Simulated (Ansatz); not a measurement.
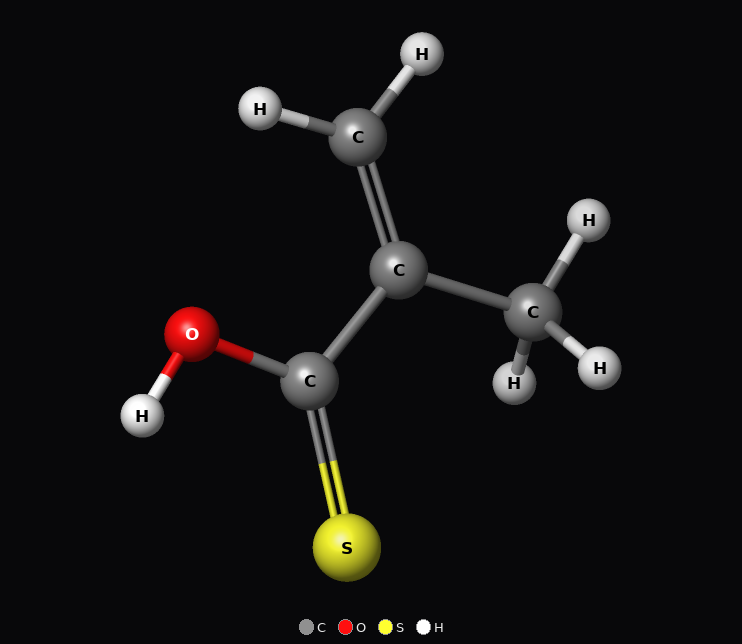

Rendered structure (ball-and-stick style). Double and triple bonds are drawn as two and three sticks.

Computed geometry: PBE0-D4/def2-TZVP optimisation. No frequency run is at hand to confirm it as a minimum.

Question: Which formula does it have?

Answer: C4H6OS, 12 atoms: 4 carbon, 6 hydrogen, 1 oxygen and 1 sulfur.

Question: Give a SMILES string for it.

Answer: C=C(C)C(O)=S

The parts below concern this one geometry. Atoms keep their numbers from picture to picture.

### Shape

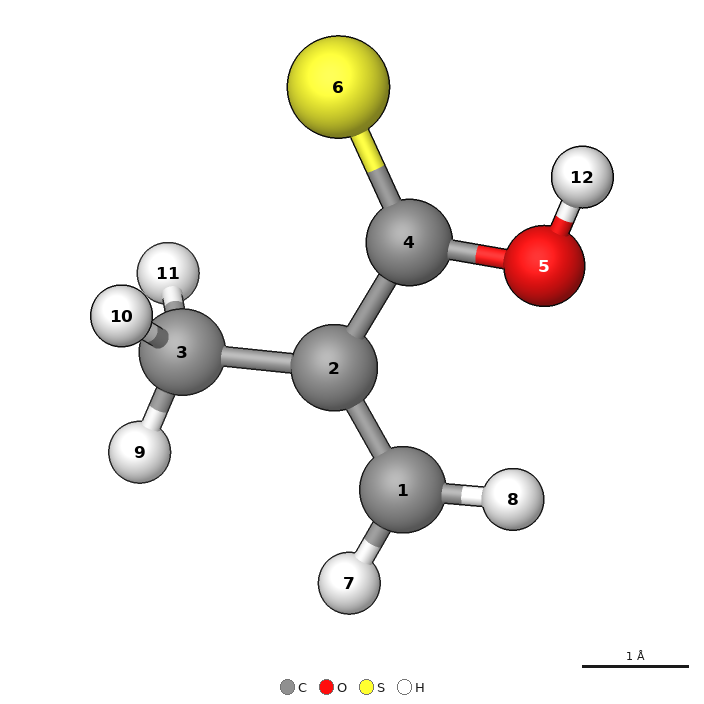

No frequency run is at hand to confirm it as a minimum.

Give these bond angles: C2–C1–H7, C2–C1–H8, C1–C2–C3, C1–C2–C4, C3–C2–C4, C2–C3–H9, C2–C3–H10, C2–C4–O5, C2–C4–S6, O5–C4–S6, C4–O5–H12.

```tsv
angle	degrees
C2–C1–H7	120.6
C2–C1–H8	121.7
C1–C2–C3	122.6
C1–C2–C4	119.5
C3–C2–C4	117.8
C2–C3–H9	110.3
C2–C3–H10	110.9
C2–C4–O5	113.8
C2–C4–S6	124.6
O5–C4–S6	121.6
C4–O5–H12	106.4
```

### Levels of theory compared

No frequency run is at hand to confirm it as a minimum. Program: Ansatz 0.2.0.

Compare HOMO energy (eV) at these levels: B3LYP-D4/def2-TZVPP; PBE-D4/def2-TZVPP; PBE0-D4/def2-TZVPP; r2SCAN-D4/def2-TZVPP; ωB97M-V/def2-TZVPP; ωB97X-V/def2-TZVPP.

```tsv
level	HOMO energy (eV)
B3LYP-D4/def2-TZVPP	−6.50
PBE-D4/def2-TZVPP	−5.52
PBE0-D4/def2-TZVPP	−6.75
r2SCAN-D4/def2-TZVPP	−5.75
ωB97M-V/def2-TZVPP	−8.96
ωB97X-V/def2-TZVPP	−9.11
```

### Dipole moment

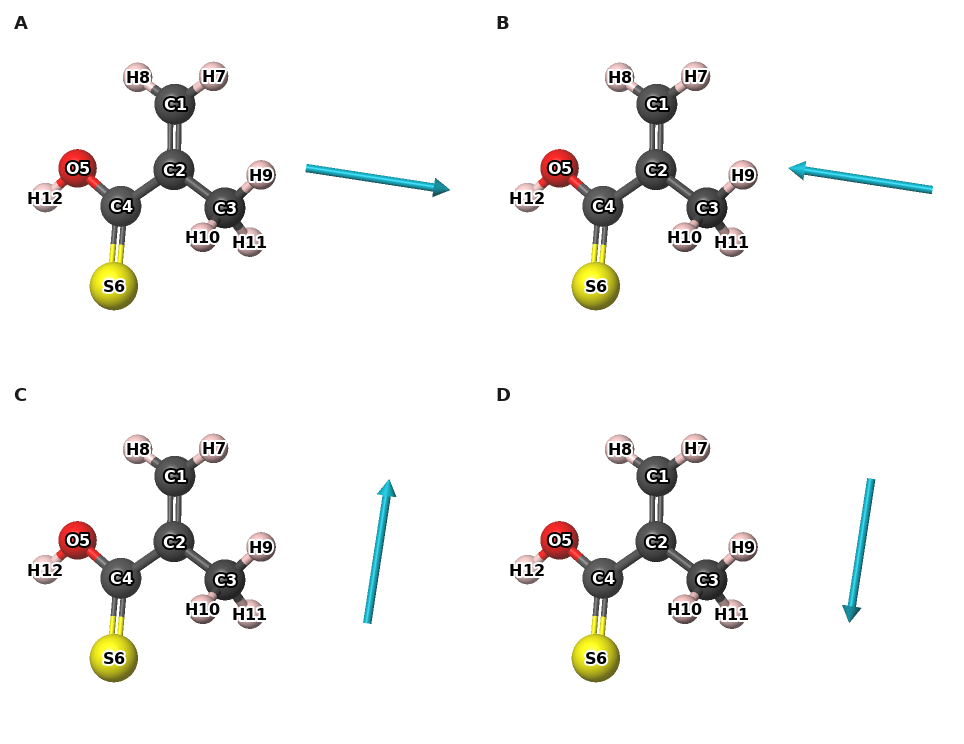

The same molecule four times, each with an arrow. No frequency run is at hand to confirm it as a minimum. Level of theory: RKS ωB97M-V/def2-TZVPP (Ansatz 0.2.0).

Question: Which arrow points along the dipole moment, from the negative to the positive end?

Answer: C. The dipole moment is 1.89 D; it points from the side of S6 to the side of H7 (the outermost atoms at the two ends).

### Charges

The questions are on Mulliken charges. No frequency run is at hand to confirm it as a minimum. Level of theory: RKS r2SCAN-D4/def2-TZVPP (Ansatz 0.2.0).

Question: Which atom carries the highest charge (most positive or least negative)?

Answer: C4 (0.24 e).

Question: And the lowest?

Answer: S6 (−0.29 e).

List the Mulliken charges.

| atom | value (e) |
| --- | --- |
| C1 | −0.13 |
| C2 | −0.05 |
| C3 | −0.08 |
| C4 | 0.24 |
| O5 | −0.25 |
| S6 | −0.29 |
| H7 | 0.08 |
| H8 | 0.10 |
| H9 | 0.04 |
| H10 | 0.07 |
| H11 | 0.07 |
| H12 | 0.21 |

Mulliken values depend strongly on the basis set and can even reverse the polarity of a bond.
